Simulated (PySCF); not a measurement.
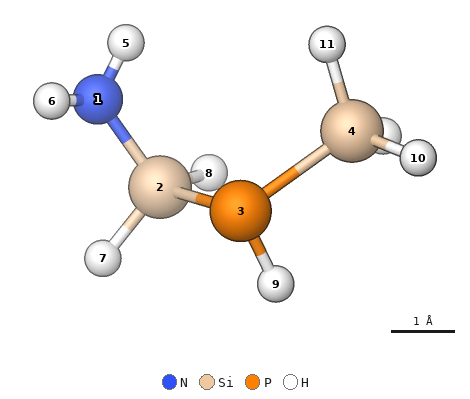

Figure 1. The structure as given in the input (ball-and-stick view, seen at a tilt; atoms are numbered from 1 in the order of the input).

# NMR shielding calculation of Si2PNH8

The run: NMR shielding calculation of Si2PNH8, SMILES N[SiH2]P[SiH3]. Method and program: common gauge origin PBE0/pcSseg-1 NMR shielding, non-relativistic, gas phase (PySCF 2.14.0).

Some settings of this run were made unusual or wrong on purpose. The geometry comes from this level: GFN2-xTB. Figures and captions count atoms from 1; the log counts them from 0 in places.

Input file:
```
{"job": {"kind": "nmr", "xc": "PBE0", "basis": "pcSseg-1", "pop": true, "gauge": [10, 10, 10], "scf": {"max_cycle": 76}}, "charge": 0, "multiplicity": 1}
N      2.195899     0.468478     0.709549
Si     1.198795    -0.745146    -0.002553
P     -0.483522     0.116336    -1.227728
Si    -2.056798     0.475990     0.302603
H      1.798068     1.051976     1.429077
H      2.752479     1.039155     0.092364
H      2.053676    -1.490575    -0.923951
H      0.724634    -1.559315     1.119435
H     -0.976587    -1.102817    -1.643019
H     -3.313879     0.695917    -0.410784
H     -1.663272     1.677463     1.040888
H     -2.228295    -0.628148     1.252812
```

The first line tells a small driver script what to run in PySCF; the rest is the geometry in Å.

Machine: 1 CPU thread, shared host.

Launch command:
```bash
OMP_NUM_THREADS=1 python <driver script> task.json out
```

Log:
```
final grid: 89752 points
cycle   1  E = -979.4037366784  dE =  4.441e-02  |g| = 4.088e-01  |ddm| = 3.032e+00
cycle   2  E = -979.3777914526  dE =  2.595e-02  |g| = 5.372e-01  |ddm| = 8.778e-01
cycle   3  E = -979.4402605001  dE = -6.247e-02  |g| = 4.647e-02  |ddm| = 5.375e-01
cycle   4  E = -979.4407324600  dE = -4.720e-04  |g| = 1.698e-02  |ddm| = 7.610e-02
cycle   5  E = -979.4408109305  dE = -7.847e-05  |g| = 3.269e-03  |ddm| = 3.064e-02
cycle   6  E = -979.4408140140  dE = -3.083e-06  |g| = 4.983e-04  |ddm| = 6.069e-03
cycle   7  E = -979.4408141018  dE = -8.780e-08  |g| = 8.541e-05  |ddm| = 9.361e-04
cycle   8  E = -979.4408141040  dE = -2.247e-09  |g| = 2.968e-05  |ddm| = 1.729e-04
cycle   9  E = -979.4408141043  dE = -2.872e-10  |g| = 6.054e-06  |ddm| = 5.200e-05
converged SCF energy = -979.4408141043

GIAO shielding tensors (ppm)
atom      isotropic    diamagn.    paramagn.     s11        s22        s33       span
  0 N      841.913    1334.649    -492.737    232.412   1037.297   1256.029   1023.618
  1 Si     467.714     934.657    -466.943    246.782    465.568    690.793    444.011
  2 P      462.441     752.512    -290.070    207.764    377.679    801.881    594.117
  3 Si     442.595     880.413    -437.818    202.173    447.071    678.540    476.367
  4 H      539.655    1366.934    -827.280     50.301    758.681    809.981    759.680
  5 H      414.901     895.054    -480.153    -64.760    576.976    732.487    797.246
  6 H     -178.924    -439.843     260.919   -720.466   -293.263    476.956   1197.422
  7 H       54.080      22.236      31.845   -509.825     31.374    640.692   1150.517
  8 H     -826.331   -1618.455     792.124  -1338.775  -1271.957    131.741   1470.516
  9 H     -509.603    -988.914     479.311   -983.744   -793.925    248.860   1232.604
 10 H      667.897    1209.095    -541.198    -68.623    978.514   1093.801   1162.424
 11 H      -75.249    -189.154     113.905   -628.230   -160.836    563.318   1191.548
```

What the run reported:

| quantity | value |
| --- | --- |
| outcome | converged |
| total energy | −979.440814 hartree |
| HOMO | −7.02 eV |
| LUMO | 0.02 eV |
| dipole moment | 0.70 D |
| isotropic shielding, N | 841.9 ppm |
| isotropic shielding, Si | 442.6 to 467.7 ppm |
| isotropic shielding, P | 462.4 ppm |
| isotropic shielding, H | −826.3 to 667.9 ppm |
| wall time | 9.7 s |
| peak memory | 0.62 GiB |

What went wrong:

Some settings of this run were drawn to be unusual or wrong; see gauge = [10, 10, 10]. It converged; results that depend on the unusual settings are not reference values.
